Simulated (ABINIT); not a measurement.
**GaN (P6_3mc): G0W0 in ABINIT against the k mesh**

Wanted: the cheapest k mesh that holds the gap of GaN (P6_3mc).

Method: PBE and many-body steps on it, plane waves, in ABINIT 10.8.3.

The database entry behind the starting cell differs from later determinations by our own check (about 0.3 % short, ideal inner coordinate), so it need not match the best structure at ambient conditions.

## Step 1: The structure

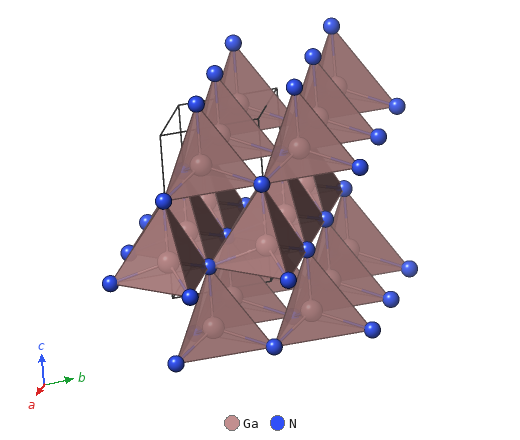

Start, viewed slightly off an axis; gallium pink, nitrogen blue. 3×2×1 cells are drawn. Some periodic images of atoms are drawn too.

Coordinates:

```cif
data_structure
_symmetry_space_group_name_H-M 'P6_3mc'
_symmetry_Int_Tables_number 186
_cell_length_a 3.1800
_cell_length_b 3.1800
_cell_length_c 5.1660
_cell_angle_alpha 90.000
_cell_angle_beta 90.000
_cell_angle_gamma 120.000
_cell_volume 45.24
loop_
_atom_site_label
_atom_site_type_symbol
_atom_site_symmetry_multiplicity
_atom_site_Wyckoff_symbol
_atom_site_fract_x
_atom_site_fract_y
_atom_site_fract_z
_atom_site_occupancy
Ga1 Ga 2 b 0.33333 0.66667 0.00000 1
N1 N 2 b 0.33333 0.66667 0.37500 1
```

The cell and positions come from the Crystallography Open Database and are kept as given unless a step says otherwise.

## Step 2: Empty states on the mesh, 3×3×2 mesh, 161 bands

This step: ABINIT 10.8.3; DFT, PBE, plane waves, norm-conserving pseudopotentials.

The sums over transitions need many empty states on a uniform mesh; this step solves for them.

run.abi reads:

```
acell 3*1.0 Angstrom
rprim 
  3.179999999980 0.000000000005 0.000000000000
  -1.589999999994 2.753960784015 0.000000000000
  0.000000000000 0.000000000000 5.166000000000
ntypat 2
znucl 31 7
natom 4
typat 1 1 2 2
xred 
  0.333333333333 0.666666666667 0.000000000000
  0.666666666667 0.333333333333 0.500000000000
  0.333333333333 0.666666666667 0.375000000000
  0.666666666667 0.333333333333 0.875000000000
pp_dirpath "pseudos"
pseudos "Ga.upf, N.upf"
ecut 36
ngkpt 3 3 2
nshiftk 1
shiftk 0 0 0
kptopt 1
chksymbreak 0
irdden 1
istwfk *1
nband 161
prtvol 0
optdriver 6
gwr_task "HDIAGO"
paral_kgb 0
occopt 1
indata_prefix "in"
outdata_prefix "out"
tmpdata_prefix "tmp"
```

On the command line:

```
$ OMP_NUM_THREADS=1 mpirun -n 8 abinit run.abi > log
```

Numbers of over 12 decimals in the logs are rounded to 6 here.

The program printed:

```text
.Version 10.8.3 of ABINIT. v10.8.2 released Aug 2026.

 Symmetries : space group P6_3 m c (#186); Bravais hP (primitive hexag.)
[... echo of the input left out ...]
== DATASET  1 ==================================================================
-   mpi_nproc: 8, omp_nthreads: 1 (-1 if OMP is not activated)

--- !DatasetInfo
iteration_state: {dtset: 1, }
dimensions: {natom: 4, nkpt: 6, mband: 161, nsppol: 1, nspinor: 1, nspden: 1, mpw: 3162, }
cutoff_energies: {ecut:  36.0, pawecutdg:  -1.0, }
[...]
Direct band gap semiconductor
 Fundamental gap:     2.006 (eV)
   VBM:     5.475 (eV) at k: [ 0.0000E+00,  0.0000E+00,  0.0000E+00]
   CBM:     7.481 (eV) at k: [ 0.0000E+00,  0.0000E+00,  0.0000E+00]
 Direct gap:         2.006 (eV) at k: [ 0.0000E+00,  0.0000E+00,  0.0000E+00]

== END DATASET(S) ==============================================================
================================================================================

 -outvars: echo values of variables after computation  --------
           etotal      0.0000000000E+00
            nband         161
             nkpt           6
          spgroup         186
 [... the other variables as echoed above ...]

 Calculation completed.
```

Wall time 29 s (8 MPI ranks of Intel Xeon Platinum 8488C (Sapphire Rapids), shared host); peak memory 4.3 GiB; 3.9 min of CPU time.

This step gave:

- gap: 2.006 eV
- k of the valence top: 0, 0, 0
- k of the conduction bottom: 0, 0, 0
- least direct gap: 2.006 eV
- k points computed: 6
- lowest point of the top converged band, above the valence top: 109.4511 eV

On this mesh the gap is 2.006 eV.

The density comes from a self-consistent run that is not shown.

## Step 3: Empty states on the mesh, 3×3×1 mesh, 56 bands

run.abi, as its differences from that of step 2:

```diff
@@ -17,3 +17,3 @@
 ecut 36
-ngkpt 3 3 2
+ngkpt 3 3 1
 nshiftk 1
@@ -22,10 +22,10 @@
 chksymbreak 0
+iscf -2
 irdden 1
 istwfk *1
-nband 161
+nband 56
+nbdbuf 4
+tolwfr 1e-09
+nstep 60
 prtvol 0
-optdriver 6
-gwr_task "HDIAGO"
-paral_kgb 0
-occopt 1
 indata_prefix "in"
```

The program printed:

```text
.Version 10.8.3 of ABINIT. v10.8.2 released Aug 2026.

 Symmetries : space group P6_3 m c (#186); Bravais hP (primitive hexag.)
[... echo of the input left out ...]
== DATASET  1 ==================================================================
-   mpi_nproc: 8, omp_nthreads: 1 (-1 if OMP is not activated)
-    --> not optimal distribution: autoparal keyword recommended in input file <--

--- !DatasetInfo
iteration_state: {dtset: 1, }
dimensions: {natom: 4, nkpt: 3, mband: 56, nsppol: 1, nspinor: 1, nspden: 1, mpw: 3162, }
cutoff_energies: {ecut:  36.0, pawecutdg:  -1.0, }
[...]
1.27497    1.28074    1.41237    1.41237    1.47700    1.55266    1.55266    1.62081
   1.62081    1.62904    1.73065    1.74013    1.89027    1.93785    1.93799    2.03575
 prteigrs : prtvol=0 or 1, do not print more k-points.

== END DATASET(S) ==============================================================
================================================================================

 -outvars: echo values of variables after computation  --------
            nband          56
             nkpt           3
          spgroup         186
 [... the other variables as echoed above ...]

 Calculation completed.
```

It took 6.6 s on 8 MPI ranks; peak memory 0.53 GiB.

This step gave:

```
gap                                                           : 2.006 eV
k of the valence top                                          : 0, 0, 0
k of the conduction bottom                                    : 0, 0, 0
least direct gap                                              : 2.006 eV
k points computed                                             : 3
lowest point of the top converged band, above the valence top : 40.05 eV
```

On this mesh the gap is 2.006 eV.

## Step 4: Empty states on the mesh, 6×6×4 mesh, 56 bands

run.abi, as its differences from that of step 3:

```diff
@@ -17,3 +17,3 @@
 ecut 36
-ngkpt 3 3 1
+ngkpt 6 6 4
 nshiftk 1
```

The program printed:

```text
.Version 10.8.3 of ABINIT. v10.8.2 released Aug 2026.

 Symmetries : space group P6_3 m c (#186); Bravais hP (primitive hexag.)
[... echo of the input left out ...]
== DATASET  1 ==================================================================
-   mpi_nproc: 8, omp_nthreads: 1 (-1 if OMP is not activated)

--- !DatasetInfo
iteration_state: {dtset: 1, }
dimensions: {natom: 4, nkpt: 21, mband: 56, nsppol: 1, nspinor: 1, nspden: 1, mpw: 3168, }
cutoff_energies: {ecut:  36.0, pawecutdg:  -1.0, }
[...]
1.27497    1.28074    1.41237    1.41237    1.47700    1.55266    1.55266    1.62081
   1.62081    1.62904    1.73065    1.74013    1.89027    1.93785    1.93799    2.03575
 prteigrs : prtvol=0 or 1, do not print more k-points.

== END DATASET(S) ==============================================================
================================================================================

 -outvars: echo values of variables after computation  --------
            nband          56
             nkpt          21
          spgroup         186
 [... the other variables as echoed above ...]

 Calculation completed.
```

It took 17 s on 8 MPI ranks; peak memory 0.6 GiB; 2.2 min of CPU time.

Numbers from this step:

* gap: 2.006 eV
* k of the valence top: 0, 0, 0
* k of the conduction bottom: 0, 0, 0
* least direct gap: 2.006 eV
* k points computed: 21
* lowest point of the top converged band, above the valence top: 38.50 eV

On this mesh the gap is 2.006 eV.

## Step 5: Screening, 3×3×1 mesh, 52 bands, screening to 130.6 eV

The RPA dielectric matrix is built and inverted for each q.

This step: RPA screening on PBE, plane waves, norm-conserving pseudopotentials.

run.abi, as its differences from that of step 4:

```diff
@@ -17,3 +17,3 @@
 ecut 36
-ngkpt 6 6 4
+ngkpt 3 3 1
 nshiftk 1
@@ -22,10 +22,11 @@
 chksymbreak 0
-iscf -2
-irdden 1
 istwfk *1
-nband 56
-nbdbuf 4
-tolwfr 1e-09
-nstep 60
-prtvol 0
+occopt 1
+irdwfk 1
+optdriver 3
+nband 52
+ecuteps 4.8
+inclvkb 2
+awtr 1
+symchi 1
 indata_prefix "in"
```

The program printed:

```text
.Version 10.8.3 of ABINIT. v10.8.2 released Aug 2026.

 Symmetries : space group P6_3 m c (#186); Bravais hP (primitive hexag.)
[... echo of the input left out ...]
== DATASET  1 ==================================================================
-   mpi_nproc: 8, omp_nthreads: 1 (-1 if OMP is not activated)

--- !DatasetInfo
iteration_state: {dtset: 1, }
dimensions: {natom: 4, nkpt: 3, mband: 52, nsppol: 1, nspinor: 1, nspden: 1, mpw: 3162, }
cutoff_energies: {ecut:  36.0, pawecutdg:  -1.0, }
electrons: {nelect:   3.60000000E+01, charge:   0.00000000E+00, occopt:   1.00000000E+00, tsmear:   1.00000000E-02, }

 SCREENING: Calculation of the susceptibility and dielectric matrices

 Based on a program developped by R.W. Godby, V. Olevano, G. Onida, and L. Reining.
 Incorporated in ABINIT by V. Olevano, G.-M. Rignanese, and M. Torrent.
.Using double precision arithmetic ; gwpc =  8

[... cell and pseudopotentials left out ...]
--------------------------------------------------------------------------------

 ==== K-mesh for the wavefunctions ====
 Number of points in the irreducible wedge :     3
[... list of points left out ...]
 Together with 12 symmetry operations and time-reversal symmetry
 yields     9 points in the full Brillouin Zone.

 ==== Q-mesh for the screening function ====
 Number of points in the irreducible wedge :     3
[... list of points left out ...]
 Together with 12 symmetry operations and time-reversal symmetry
 yields     9 points in the full Brillouin Zone.

 setmesh: FFT mesh size selected  =    20x   20x   36
          total number of points  =        14400

 vcoul_init : cutoff-mode = AUXILIARY_FUNCTION
 q-points for optical limit:   1
     1)      0.000010    0.000020    0.000030

- screening: taking advantage of time-reversal symmetry
- Maximum band index for partially occupied states nbvw = 18
- Remaining bands to be divided among processors   nbcw = 34
- Number of bands treated by each node ~4

 Number of electrons calculated from density =   36.0000; Expected =   36.0000
 average of density, n =  0.117914
 r_s =    1.2651
 omega_plasma =   33.1237 [eV]

 calculating chi0 at frequencies [eV] :
  1    0.000000E+00    0.000000E+00
  2    0.000000E+00    3.312371E+01

--------------------------------------------------------------------------------
  q-point number  1        q = ( 0.000000, 0.000000, 0.000000) [r.l.u.]
--------------------------------------------------------------------------------
[... chi0 elements left out ...]
 For q-point:  0.000010 0.000020 0.000030
  dielectric constant =  12.0601
  dielectric constant without local fields =  13.0828

  Average fulfillment of the sum rule on Im[epsilon] for q-point    1 :     33.01  [%]
[... wings left out ...]
  q-point number  2        q = ( 0.333333, 0.000000, 0.000000) [r.l.u.]
--------------------------------------------------------------------------------
[... chi0 elements left out ...]
  Average fulfillment of the sum rule on Im[epsilon] for q-point    2 :     39.56  [%]

 [... 1 further q-points ...]
```

It took 3.6 s on 8 MPI ranks; peak memory 0.76 GiB.

This step gave:

```yaml
eps_infinity_with_local_fields_on_this_mesh_along_the_program_s_q_direction: 12.06
the_same_without_local_fields: 13.08
plasma_frequency: 33.12 eV
plane_waves_in_the_screening_matrix: 147
```

Local fields lower ε∞ by 8 %. On a Γ-centred mesh this coarse the value itself is usually too large, while a short band sum pulls it down.

## Step 6: 3×3×1

This step: G0W0 on PBE, plane waves, norm-conserving pseudopotentials.

run.abi, as its differences from that of step 5:

```diff
@@ -25,8 +25,15 @@
 irdwfk 1
-optdriver 3
+optdriver 4
 nband 52
+gwcalctyp 0
+ecutsigx 36
+symsigma 1
+nkptgw 1
+kptgw 
+  0.0000000000 0.0000000000 0.0000000000
+bdgw 
+  17 20
 ecuteps 4.8
-inclvkb 2
-awtr 1
-symchi 1
+irdscr 1
+ppmodel 1
 indata_prefix "in"
```

The program printed:

```text
.Version 10.8.3 of ABINIT. v10.8.2 released Aug 2026.

 Symmetries : space group P6_3 m c (#186); Bravais hP (primitive hexag.)
[... echo of the input left out ...]
== DATASET  1 ==================================================================
-   mpi_nproc: 8, omp_nthreads: 1 (-1 if OMP is not activated)

--- !DatasetInfo
iteration_state: {dtset: 1, }
dimensions: {natom: 4, nkpt: 3, mband: 52, nsppol: 1, nspinor: 1, nspden: 1, mpw: 3162, }
cutoff_energies: {ecut:  36.0, pawecutdg:  -1.0, }
electrons: {nelect:   3.60000000E+01, charge:   0.00000000E+00, occopt:   1.00000000E+00, tsmear:   1.00000000E-02, }

 SIGMA: Calculation of the GW corrections

 Based on a program developped by R.W. Godby, V. Olevano, G. Onida, and L. Reining.
 Incorporated in ABINIT by V. Olevano, G.-M. Rignanese, and M. Torrent.
.Using double precision arithmetic ; gwpc =  8

[... cell and pseudopotentials left out ...]
--------------------------------------------------------------------------------

 ==== K-mesh for the wavefunctions ====
 Number of points in the irreducible wedge :     3
[... list of points left out ...]
 Together with 12 symmetry operations and time-reversal symmetry
 yields     9 points in the full Brillouin Zone.

 ==== Q-mesh for screening function ====
 Number of points in the irreducible wedge :     3
[... list of points left out ...]
 Together with 12 symmetry operations and time-reversal symmetry
 yields     9 points in the full Brillouin Zone.

 vcoul_init : cutoff-mode = AUXILIARY_FUNCTION
 q-points for optical limit:   1
     1)      0.000010    0.000020    0.000030
 setmesh: FFT mesh size selected  =    30x   30x   54
          total number of points  =        48600

 Number of electrons calculated from density =   36.0000; Expected =   36.0000
 average of density, n =  0.117914
 r_s =    1.2651
 omega_plasma =   33.1237 [eV]

 === KS Band Gaps ===
  >>>> For spin  1
   Minimum direct gap =   2.0056 [eV], located at k-point      :   0.0000  0.0000  0.0000
   Fundamental gap    =   2.0056 [eV], Top of valence bands at :   0.0000  0.0000  0.0000
                                       Bottom of conduction at :   0.0000  0.0000  0.0000
 SIGMA fundamental parameters:
 PLASMON POLE MODEL  1
 number of plane-waves for SigmaX                 3153
 number of plane-waves for SigmaC and W            147
 number of plane-waves for wavefunctions          3153
 number of bands                                    52
 number of independent spin polarizations            1
 number of spinorial components                      1
 number of k-points in IBZ                           3
 number of q-points in IBZ                           3
 number of symmetry operations                      12
 number of k-points in BZ                            9
 number of q-points in BZ                            9
 number of frequencies for dSigma/dE                 9
 frequency step for dSigma/dE [eV]                0.25
 number of omega for Sigma on real axis              0
 max omega for Sigma on real axis  [eV]           0.00
 zcut for avoiding poles [eV]                     0.10

 EPSILON^-1 parameters (SCR file):
 dimension of the eps^-1 matrix on file            147
 dimension of the eps^-1 matrix used               147
 number of plane-waves for wavefunctions          3153
 number of bands                                    52
 number of q-points in IBZ                           3
 number of frequencies                               2
 number of real frequencies                          1
 number of imag frequencies                          1

 matrix elements of self-energy operator (all in [eV])

 Perturbative Calculation

--- !SelfEnergy_ee
iteration_state: {dtset: 1, }
kpoint     : [   0.000,    0.000,    0.000, ]
spin       : 1
KS_gap     :    2.006
QP_gap     :    2.052
Delta_QP_KS:    0.047
data: !SigmaeeData |
     Band     E0 <VxcDFT>   SigX SigC(E0)      Z dSigC/dE  Sig(E)    E-E0       E
       17   5.475 -18.422 -21.449   3.942   0.790  -0.266 -17.699   0.722   6.198
       18   5.475 -18.422 -21.449   3.942   0.790  -0.266 -17.699   0.722   6.198
       19   7.481 -13.938  -9.349  -3.642   0.811  -0.233 -13.169   0.769   8.250
       20   9.813 -13.410  -8.354  -4.020   0.821  -0.218 -12.559   0.851  10.663

== END DATASET(S) ==============================================================
================================================================================

 -outvars: echo values of variables after computation  --------
           etotal      0.0000000000E+00
            nband          52
             nkpt           3
          spgroup         186
 [... the other variables as echoed above ...]

 Calculation completed.
```

Elapsed: 2.8 s, on 8 MPI ranks; peak memory 0.1 GiB; 18 s of CPU time.

This step gave:

| Quantity | Value |
| --- | --- |
| G0W0 gap on the points computed | 2.052 eV |
| starting gap on the mesh | 2.006 eV |
| k of the valence top | 0, 0, 0 |
| k of the conduction bottom | 0, 0, 0 |
| Z at the valence top | 0.79 |
| Z at the conduction bottom | 0.811 |
| least direct G0W0 gap on the computed points | 2.052 eV |

## Step 7: Screening, 3×3×2 mesh, 52 bands, screening to 130.6 eV

This step: RPA screening on PBE, plane waves, norm-conserving pseudopotentials.

run.abi, as its differences from that of step 6:

```diff
@@ -17,3 +17,3 @@
 ecut 36
-ngkpt 3 3 1
+ngkpt 3 3 2
 nshiftk 1
@@ -25,15 +25,8 @@
 irdwfk 1
-optdriver 4
+optdriver 3
 nband 52
-gwcalctyp 0
-ecutsigx 36
-symsigma 1
-nkptgw 1
-kptgw 
-  0.0000000000 0.0000000000 0.0000000000
-bdgw 
-  17 20
 ecuteps 4.8
-irdscr 1
-ppmodel 1
+inclvkb 2
+awtr 1
+symchi 1
 indata_prefix "in"
```

The program printed:

```text
.Version 10.8.3 of ABINIT. v10.8.2 released Aug 2026.

 Symmetries : space group P6_3 m c (#186); Bravais hP (primitive hexag.)
[... echo of the input left out ...]
== DATASET  1 ==================================================================
-   mpi_nproc: 8, omp_nthreads: 1 (-1 if OMP is not activated)

--- !DatasetInfo
iteration_state: {dtset: 1, }
dimensions: {natom: 4, nkpt: 6, mband: 52, nsppol: 1, nspinor: 1, nspden: 1, mpw: 3162, }
cutoff_energies: {ecut:  36.0, pawecutdg:  -1.0, }
electrons: {nelect:   3.60000000E+01, charge:   0.00000000E+00, occopt:   1.00000000E+00, tsmear:   1.00000000E-02, }

 SCREENING: Calculation of the susceptibility and dielectric matrices

 Based on a program developped by R.W. Godby, V. Olevano, G. Onida, and L. Reining.
 Incorporated in ABINIT by V. Olevano, G.-M. Rignanese, and M. Torrent.
.Using double precision arithmetic ; gwpc =  8

[... cell and pseudopotentials left out ...]
--------------------------------------------------------------------------------

 ==== K-mesh for the wavefunctions ====
 Number of points in the irreducible wedge :     6
[... list of points left out ...]
 Together with 12 symmetry operations and time-reversal symmetry
 yields    18 points in the full Brillouin Zone.

 ==== Q-mesh for the screening function ====
 Number of points in the irreducible wedge :     6
[... list of points left out ...]
 Together with 12 symmetry operations and time-reversal symmetry
 yields    18 points in the full Brillouin Zone.

 setmesh: FFT mesh size selected  =    20x   20x   36
          total number of points  =        14400

 vcoul_init : cutoff-mode = AUXILIARY_FUNCTION
 q-points for optical limit:   1
     1)      0.000010    0.000020    0.000030

- screening: taking advantage of time-reversal symmetry
- Maximum band index for partially occupied states nbvw = 18
- Remaining bands to be divided among processors   nbcw = 34
- Number of bands treated by each node ~4

 Number of electrons calculated from density =   36.0000; Expected =   36.0000
 average of density, n =  0.117914
 r_s =    1.2651
 omega_plasma =   33.1237 [eV]

 calculating chi0 at frequencies [eV] :
  1    0.000000E+00    0.000000E+00
  2    0.000000E+00    3.312371E+01

--------------------------------------------------------------------------------
  q-point number  1        q = ( 0.000000, 0.000000, 0.000000) [r.l.u.]
--------------------------------------------------------------------------------
[... chi0 elements left out ...]
 For q-point:  0.000010 0.000020 0.000030
  dielectric constant =   9.2835
  dielectric constant without local fields =   9.9310

  Average fulfillment of the sum rule on Im[epsilon] for q-point    1 :     33.22  [%]
[... wings left out ...]
  q-point number  2        q = ( 0.333333, 0.000000, 0.000000) [r.l.u.]
--------------------------------------------------------------------------------
[... chi0 elements left out ...]
  Average fulfillment of the sum rule on Im[epsilon] for q-point    2 :     39.66  [%]

 [... 4 further q-points ...]
```

Run time: 5.1 s. Hardware: 8 MPI ranks; peak memory 0.86 GiB; 37 s of CPU time.

Numbers from this step:

```
ε∞ with local fields, on this mesh, along the program's q direction : 9.284
the same without local fields                                       : 9.931
plasma frequency                                                    : 33.12 eV
plane waves in the screening matrix                                 : 147
```

[end of part 1 of 2]

[Paths, hosts, dates, memory and timing lines, banners, echoed tables and standing remarks are left out of the program output.]

[Logs are printed without paths, hosts, clocks, repeated set-up lines and the standing remarks that a program may print on its own settings, such as how far it seeks lower states.]

[Runs of the session that timed out or met a known fault of the program may be left out.]

[Hosts, paths, dates, database ids (printed as entryN), source tags and the programs' standing remarks are cut or masked in the printed files.]

[G0W0 gaps are taken among the corrected bands and points alone; a level outside them can change the order at an edge.]

[Where Ansatz stands beside ABINIT at settings called matched, ABINIT's density can come from a denser mesh and the files from another edition; pairs whose starting gaps differed by over 0.03 eV were left out, so agreement reads better than it is.]
